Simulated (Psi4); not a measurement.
## Run report: SiNH₄O (charge −1), single-point calculation

- system: SiNH₄O, charge −1
- method: MP2/pcseg-2, RHF (Psi4 1.11)

The geometry comes from this level: GFN2-xTB.

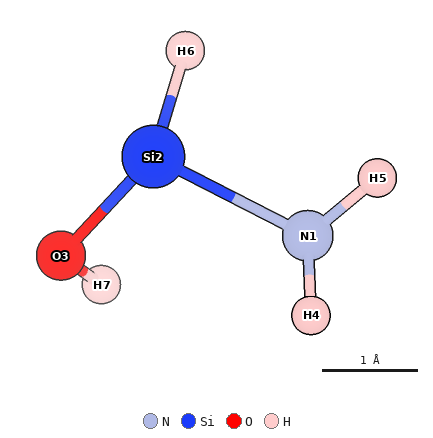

**Figure 1.** The input geometry (ball-and-stick view, seen at a tilt; atoms are numbered from 1 in the order of the input). Bond lengths as drawn: H–N 1.02 Å, H–O 0.96 Å, H–Si 1.55 Å, N–Si 1.83 Å and O–Si 1.70 Å.

The input (h4nosi.py)
```python
import psi4

psi4.set_memory(1600000000)
psi4.set_num_threads(1)
psi4.core.set_output_file('run.log', False)

geom = psi4.geometry("""
-1 1
N
Si 1 1.834703
O 2 1.697324 1 100.17276
H 1 1.016598 2 110.5035 3 -74.70401
H 1 1.015607 4 105.89309 2 118.47399
H 2 1.554216 3 101.82819 1 96.36629
H 3 0.961642 2 113.42825 6 55.7729
units angstrom
symmetry c1
no_reorient
no_com
""")

psi4.set_options({
    'basis': 'pcseg-2',
    'reference': 'rhf',
    'puream': True,
    'e_convergence': 1e-09,
    'd_convergence': 1e-08,
    'scf_type': 'pk',
    'num_frozen_docc': 7,
    'mp2_type': 'conv',
})

E = psi4.energy("mp2")
print('E =', round(E, 9))
```

Hardware: 1 thread of Intel Xeon @ 2.90GHz (Ice Lake), 16 GiB of memory available, shared host.

Run as:
```bash
python h4nosi.py
```

Output
```
=> Loading Basis Set <=

    Name: PCSEG-2
    Role: ORBITAL
    Keyword: BASIS

         ---------------------------------------------------------
                                   SCF
                              RHF Reference
                        1 Threads,   1525 MiB Core
         ---------------------------------------------------------

  ==> Geometry <==

    Molecular point group: c1
    Full point group: C1

    Geometry (in Angstrom), charge = -1, multiplicity = 1:

       Center              X                  Y                   Z               Mass
    ------------   -----------------  -----------------  -----------------  -----------------
         N            0.021935981339     0.449371443991    -1.423795001848    14.003074004430
         SI           0.021935981339     0.449371443991     0.410907998152    27.976926534650
         O            0.021935981339    -1.221270092698     0.710683942596    15.994914619570
         H            0.940402557266     0.198176512573    -1.779873292310     1.007825032230
         H           -0.160161308859     1.389333702308    -1.762570898705     1.007825032230
         H           -1.489897986785     0.792734297592     0.520668547761     1.007825032230
         H           -0.552205803596    -1.715945276256     0.118727010271     1.007825032230

  Running in c1 symmetry.

  Rotational constants: A =      0.66295  B =      0.25124  C =      0.19626 [cm^-1]
  Rotational constants: A =  19874.65181  B =   7531.94164  C =   5883.87112 [MHz]
  Nuclear repulsion =  108.376371471962273

  Charge       = -1
  Multiplicity = 1
  Electrons    = 34
  Nalpha       = 17
  Nbeta        = 17

  ==> Algorithm <==

  SCF Algorithm Type is PK.
  DIIS enabled.
  MOM disabled.
  Fractional occupation disabled.
  Guess Type is SAD.
  Energy threshold   = 1.00e-09
  Density threshold  = 1.00e-08
  Integral threshold = 1.00e-12

  ==> Primary Basis <==

  Basis Set: PCSEG-2
    Blend: PCSEG-2
    Number of shells: 56
    Number of basis functions: 150
    Number of Cartesian functions: 169
    Spherical Harmonics?: true
    Max angular momentum: 3

  ==> Integral Setup <==

  Using in-core PK algorithm.
   Calculation information:
      Number of atoms:                   7
      Number of AO shells:              56
      Number of primitives:            105
      Number of atomic orbitals:       169
      Number of basis functions:       150

      Integral cutoff                 1.00e-12
      Number of threads:                 1

  Performing in-core PK
  Using 128266950 doubles for integral storage.
  We computed 1208663 shell quartets total.
  Whereas there are 1274406 unique shell quartets.

  ==> DiskJK: Disk-Based J/K Matrices <==

    J tasked:                  Yes
    K tasked:                  Yes
    wK tasked:                  No
    Memory [MiB]:             1144
    Schwarz Cutoff:          1E-12

  Minimum eigenvalue in the overlap matrix is 2.3498058760E-03.
  Reciprocal condition number of the overlap matrix is 3.4298469729E-04.
    Using symmetric orthogonalization.

  ==> Pre-Iterations <==

  SCF Guess: Superposition of Atomic Densities via on-the-fly atomic UHF (no occupation information).

   -------------------------
    Irrep   Nso     Nmo
   -------------------------
     A        150     150
   -------------------------
    Total     150     150
   -------------------------

  ==> Iterations <==

                        Total Energy        Delta E     RMS |[F,P]|

   @RHF iter SAD:  -419.61452013924077   -4.19615e+02   0.00000e+00
   @RHF iter   1:  -420.42338904176512   -8.08869e-01   4.69475e-03 DIIS/ADIIS
   @RHF iter   2:  -420.57285790395906   -1.49469e-01   3.11040e-03 DIIS/ADIIS
   @RHF iter   3:  -420.65570031194750   -8.28424e-02   2.88491e-04 DIIS/ADIIS
   @RHF iter   4:  -420.65729381131348   -1.59350e-03   9.16716e-05 DIIS
   @RHF iter   5:  -420.65744212615857   -1.48315e-04   2.99984e-05 DIIS
   @RHF iter   6:  -420.65745823970030   -1.61135e-05   1.01070e-05 DIIS
   @RHF iter   7:  -420.65746085868545   -2.61899e-06   2.64787e-06 DIIS
   @RHF iter   8:  -420.65746121020527   -3.51520e-07   7.67875e-07 DIIS
   @RHF iter   9:  -420.65746124221204   -3.20068e-08   1.78586e-07 DIIS
   @RHF iter  10:  -420.65746124411066   -1.89863e-09   4.83939e-08 DIIS
   @RHF iter  11:  -420.65746124424231   -1.31649e-10   1.48671e-08 DIIS
   @RHF iter  12:  -420.65746124425488   -1.25624e-11   4.11456e-09 DIIS
  Energy and wave function converged.

  ==> Post-Iterations <==

    Orbital Energies [Eh]
    ---------------------

    Doubly Occupied:

       1A    -68.486360     2A    -20.331033     3A    -15.326576
       4A     -5.873599     5A     -3.980522     6A     -3.980016
       7A     -3.978907     8A     -1.116471     9A     -0.921164
      10A     -0.503957    11A     -0.442045    12A     -0.424297
      13A     -0.327745    14A     -0.308655    15A     -0.252204
      16A     -0.229046    17A     -0.046081

    Virtual:

      18A      0.257528    19A      0.277636    20A      0.300859
      21A      0.328121    22A      0.335949    23A      0.341721
      24A      0.413190    25A      0.550521    26A      0.565776
      27A      0.600595    28A      0.611235    29A      0.623565
      30A      0.653054    31A      0.677775    32A      0.690632
      33A      0.725084    34A      0.753618    35A      0.765837
      36A      0.792706    37A      0.804397    38A      0.811581
      39A      0.904857    40A      0.949639    41A      0.998013
      42A      1.064302    43A      1.145886    44A      1.180305
      45A      1.210558    46A      1.258188    47A      1.268625
      48A      1.305078    49A      1.354501    50A      1.415625
      51A      1.465633    52A      1.491782    53A      1.521687
      54A      1.554522    55A      1.590369    56A      1.626599
      57A      1.667569    58A      1.693986    59A      1.796164
      60A      1.808783    61A      1.868450    62A      1.902300
      63A      1.982000    64A      2.036848    65A      2.072409
      66A      2.130903    67A      2.147954    68A      2.225769
      69A      2.231872    70A      2.276090    71A      2.312103
      72A      2.371107    73A      2.422025    74A      2.449161
      75A      2.480572    76A      2.498259    77A      2.624410
      78A      2.625140    79A      2.704361    80A      2.745176
      81A      2.906131    82A      3.034328    83A      3.246012
      84A      3.290548    85A      3.570219    86A      3.630609
      87A      3.720494    88A      3.774981    89A      3.791858
      90A      3.825795    91A      3.957230    92A      4.056854
      93A      4.081575    94A      4.096090    95A      4.163627
      96A      4.184754    97A      4.203814    98A      4.285970
      99A      4.298809   100A      4.344403   101A      4.358511
     102A      4.411063   103A      4.445707   104A      4.506651
     105A      4.567550   106A      4.611333   107A      4.643243
     108A      4.702393   109A      4.729799   110A      4.775072
     111A      4.780877   112A      4.852145   113A      4.883077
     114A      4.968642   115A      5.018787   116A      5.021854
     117A      5.027709   118A      5.053053   119A      5.065065
     120A      5.137994   121A      5.199965   122A      5.248279
     123A      5.293168   124A      5.296026   125A      5.324770
     126A      5.385252   127A      5.420728   128A      5.458286
     129A      5.570560   130A      5.628851   131A      5.960445
     132A      6.035348   133A      6.130751   134A      6.163320
     135A      6.268265   136A      6.349620   137A      6.525151
     138A      6.657458   139A      6.686665   140A      6.863340
     141A      6.958856   142A      6.991415   143A      7.077777
     144A      7.100470   145A      7.182979   146A      7.231127
     147A      7.328170   148A      7.572721   149A      7.949309
     150A     15.114700

    Final Occupation by Irrep:
              A
    DOCC [    17 ]
    NA   [    17 ]
    NB   [    17 ]

  @RHF Final Energy:  -420.65746124425488

   => Energetics <=

    Nuclear Repulsion Energy =            108.3763714719622726
    One-Electron Energy =                -805.0103090626030280
    Two-Electron Energy =                 275.9764763463858230
    Total Energy =                       -420.6574612442548755

Computation Completed

Properties will be evaluated at   0.000000,   0.000000,   0.000000 [a0]

Properties computed using the SCF density matrix

 Multipole Moments:

 ------------------------------------------------------------------------------------
     Multipole            Electronic (a.u.)      Nuclear  (a.u.)        Total (a.u.)
 ------------------------------------------------------------------------------------

 L = 1.  Multiply by 2.5417464519 to convert [e a0] to [Debye]
 Dipole X            :          1.0571626           -1.1824377           -0.1252751
 Dipole Y            :         -1.2200590            0.6253837           -0.5946752
 Dipole Z            :          1.5309888           -2.7050109           -1.1740221
 Magnitude           :                                                    1.3219911

 ------------------------------------------------------------------------------------

	total time  =         11 seconds =       0.18 minutes
 MINTS: Wrapper to libmints.

   Calculation information:
      Number of threads:                 1
      Number of atoms:                   7
      Number of AO shells:              56
      Number of SO shells:              56
      Number of primitives:            105
      Number of atomic orbitals:       169
      Number of basis functions:       150

      Number of irreps:                  1
      Integral cutoff                 1.00e-12
      Number of functions per irrep: [ 150 ]

 OEINTS: Overlap, kinetic, potential, dipole, and quadrupole integrals
         stored in file 35.

      Computing two-electron integrals...done
      Computed 52933748 non-zero two-electron integrals.
        Stored in file 33.

  Module OCC Options:
  ----------------------------------------------------------------------------
  ACTIVE                        => (empty)
  BASIS_RELATIVISTIC            => (empty)
  BENCH                         => (empty)
  CACHELEVEL                    => (empty)
  CCL_ENERGY                    => (empty)
  CC_MAXITER                    => (empty)
  CC_TYPE                       => (empty)
  CEPA_OS_SCALE                 => (empty)
  CEPA_SOS_SCALE                => (empty)
  CEPA_SS_SCALE                 => (empty)
  CEPA_TYPE                     => (empty)
  CI_TYPE                       => (empty)
  CUBEPROP_BASIS_FUNCTIONS      => (empty)
  CUBEPROP_FILEPATH             => (empty)
  CUBEPROP_ISOCONTOUR_THRESHOLD => (empty)
  CUBEPROP_ORBITALS             => (empty)
  CUBEPROP_TASKS                => (empty)
  CUBIC_BASIS_TOLERANCE         => (empty)
  CUBIC_BLOCK_MAX_POINTS        => (empty)
  CUBIC_GRID_OVERAGE            => (empty)
  CUBIC_GRID_SPACING            => (empty)
  CUTOFF                        => (empty)
  DDX                           => (empty)
  DEBUG                         => (empty)
  DERTYPE                       => (empty)
  DF_BASIS_CC                   => (empty)
  DIE_IF_NOT_CONVERGED          => (empty)
  DIIS_MAX_VECS                 => (empty)
  DIIS_MIN_VECS                 => (empty)
  DKH_ORDER                     => (empty)
  DOCC                          => (empty)
  DO_DIIS                       => (empty)
  DO_LEVEL_SHIFT                => (empty)
  DO_SCS                        => (empty)
  DO_SOS                        => (empty)
  E3_SCALE                      => (empty)
  EA_POLES                      => (empty)
  EKT_EA                        => (empty)
  EKT_IP                        => (empty)
  EP_EA_POLES                   => (empty)
  EP_IP_POLES                   => (empty)
  EP_MAXITER                    => (empty)
  EXTERNAL_POTENTIAL_SYMMETRY   => (empty)
  E_CONVERGENCE                 => 1e-09           !
  FREEZE_CORE                   => (empty)
  FREEZE_CORE_POLICY            => (empty)
  FROZEN_DOCC                   => (empty)
  FROZEN_UOCC                   => (empty)
  INTEGRAL_PACKAGE              => (empty)
  IP_POLES                      => (empty)
  LEVEL_SHIFT                   => (empty)
  LITERAL_CFOUR                 => (empty)
  LS_THC_BASIS_TOLERANCE        => (empty)
  LS_THC_DF                     => (empty)
  LS_THC_PRUNING_SCHEME         => (empty)
  LS_THC_RADIAL_POINTS          => (empty)
  LS_THC_SPHERICAL_POINTS       => (empty)
  LS_THC_S_EPSILON              => (empty)
  LS_THC_WEIGHTS_TOLERANCE      => (empty)
  MAT_NUM_COLUMN_PRINT          => (empty)
  MAX_MOGRAD_CONVERGENCE        => (empty)
  MAX_RADIAL_MOMENT             => (empty)
  MBIS_D_CONVERGENCE            => (empty)
  MBIS_MAXITER                  => (empty)
  MBIS_PRUNING_SCHEME           => (empty)
  MBIS_RADIAL_POINTS            => (empty)
  MBIS_SPHERICAL_POINTS         => (empty)
  MOGRAD_DAMPING                => (empty)
  MOLDEN_WITH_VIRTUAL           => (empty)
  MO_MAXITER                    => (empty)
  MO_READ                       => (empty)
  MO_STEP_MAX                   => (empty)
  MO_WRITE                      => (empty)
  MP2_OS_SCALE                  => (empty)
  MP2_SOS_SCALE                 => (empty)
  MP2_SOS_SCALE2                => (empty)
  MP2_SS_SCALE                  => (empty)
  MP2_TYPE                      => CONV            !
  MP_TYPE                       => (empty)
  NAT_ORBS                      => (empty)
  NUM_FROZEN_DOCC               => 7               !
  NUM_FROZEN_UOCC               => (empty)
  NUM_GPUS                      => (empty)
  OCC_ORBS_PRINT                => (empty)
  OEPROP                        => (empty)
  OPT_METHOD                    => (empty)
  ORBITAL_OPTIMIZER_PACKAGE     => (empty)
  ORB_OPT                       => FALSE           !
  ORB_RESP_SOLVER               => (empty)
  ORTH_TYPE                     => (empty)
  OS_SCALE                      => (empty)
  PARENT_SYMMETRY               => (empty)
  PCG_BETA_TYPE                 => (empty)
  PCG_CONVERGENCE               => (empty)
  PCG_MAXITER                   => (empty)
  PCM                           => (empty)
  PE                            => (empty)
  PRINT                         => (empty)
  PRINT_NOONS                   => (empty)
  PROPERTIES                    => (empty)
  PROPERTIES_ORIGIN             => (empty)
  PUREAM                        => TRUE            !
  QC_MODULE                     => (empty)
  RAS1                          => (empty)
  RAS2                          => (empty)
  RAS3                          => (empty)
  RAS4                          => (empty)
  RELATIVISTIC                  => (empty)
  RELAXED                       => (empty)
  REMP_A                        => (empty)
  RESTRICTED_DOCC               => (empty)
  RESTRICTED_UOCC               => (empty)
  RMS_MOGRAD_CONVERGENCE        => (empty)
  R_CONVERGENCE                 => (empty)
  SCF_TYPE                      => PK              !
  SCREENING                     => (empty)
  SCS_TYPE                      => (empty)
  SOCC                          => (empty)
  SOS_TYPE                      => (empty)
  SPIN_SCALE_TYPE               => NONE            !
  SS_SCALE                      => (empty)
  SYMMETRIZE                    => (empty)
  TPDM_ABCD_TYPE                => (empty)
  WFN                           => (empty)
  WFN_TYPE                      => OMP2            !
  WRITER_FILE_LABEL             => (empty)
  ZORA_BASIS_TOLERANCE          => (empty)
  ZORA_NR_DEBUG                 => (empty)
  ZORA_PRUNING_SCHEME           => (empty)
  ZORA_RADIAL_POINTS            => (empty)
  ZORA_SPHERICAL_POINTS         => (empty)

 ==============================================================================
 ==============================================================================
 ==============================================================================

                             MP2

 ==============================================================================
 ==============================================================================
 ==============================================================================

	MO spaces per irreps...

	IRREP   FC    OCC   VIR  FV
	==============================
	   A     7    10   133    0
	==============================

	Memory is   1600 MB
	Cost of iabc is    304 MB
	Cost of abcd is   2384 MB
	Switching to the incore algorithm for iabc..
	Switching to the out of core algorithm for abcd..

	Computing MP2 energy using SCF MOs (Canonical MP2)...
	==============================================================================
	Nuclear Repulsion Energy (a.u.)    :   108.37637147196227
	SCF Energy (a.u.)                  :  -420.65746124425488
	REF Energy (a.u.)                  :  -420.65746124425488
	Alpha-Alpha Contribution (a.u.)    :    -0.06959478135425
	Alpha-Beta Contribution (a.u.)     :    -0.44681027279192
	Beta-Beta Contribution (a.u.)      :    -0.06959478135425
	Scaled_SS Correlation Energy (a.u.):    -0.04639652090284
	Scaled_OS Correlation Energy (a.u.):    -0.53617232735031
	SCS-MP2 Total Energy (a.u.)        :  -421.24003009250799
	SOS-MP2 Total Energy (a.u.)        :  -421.19363357160518
	SCSN-MP2 Total Energy (a.u.)       :  -420.90243487462186
	SCS-MP2-VDW Total Energy (a.u.)    :  -421.29897317478276
	SOS-PI-MP2 Total Energy (a.u.)     :  -421.28299562616354
	MP2 Correlation Energy (a.u.)      :    -0.58599983550043
	MP2 Total Energy (a.u.)            :  -421.24346107975532
	==============================================================================

	total time  =         11 seconds =       0.18 minutes
```

Standard output
```
E = -421.24346108
```

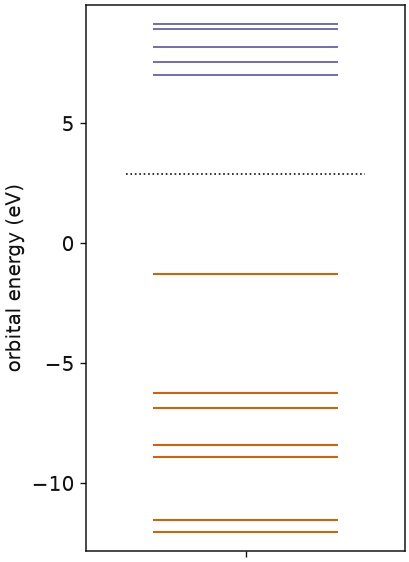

**Figure 2.** Orbital energies near the frontier (SCF reference); the dotted line parts filled from empty levels, and levels within 0.02 eV of each other stand side by side. Highest filled −1.25 eV, lowest empty 7.01 eV, 8.26 eV apart.

Results in brief

```tsv
quantity	value
outcome	converged
total energy	−421.243461 hartree
SCF energy	−420.657461 hartree
MP2 energy	−421.243461 hartree
correlation energy	−0.586000 hartree
basis functions	150
HOMO of the SCF reference	−1.25 eV
LUMO of the SCF reference	7.01 eV
wall time	27 s
peak memory	1.2 GiB
```
